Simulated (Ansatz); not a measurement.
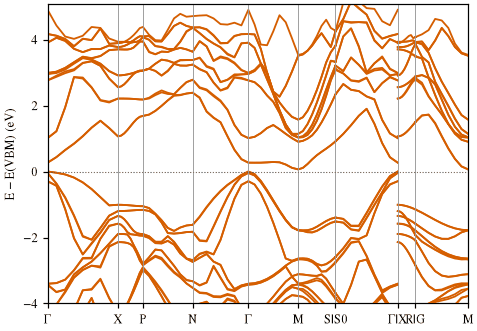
*Band structure from r²SCAN with spin–orbit coupling in the plane-wave PAW code Ansatz*

Read off the gap and where the band edges lie.

About 0.1 eV (0.06 eV by a search for the band edges); maximum at Γ, minimum at M.

The material is Si$_{6}$BAs in space group I-42m (No. 121; B on 2a, Si on 8i, Si on 4d, As on 2b).

The start of the workflow was typed in or built on a structure type; neither database checked (COD, Materials Project) lists it. Its standing as an ambient phase is unchecked. The cell was relaxed with r²SCAN under the symmetry of its start; its stability against distortions is not shown here.

Potentials: the earlier of the program's two PAW sets.
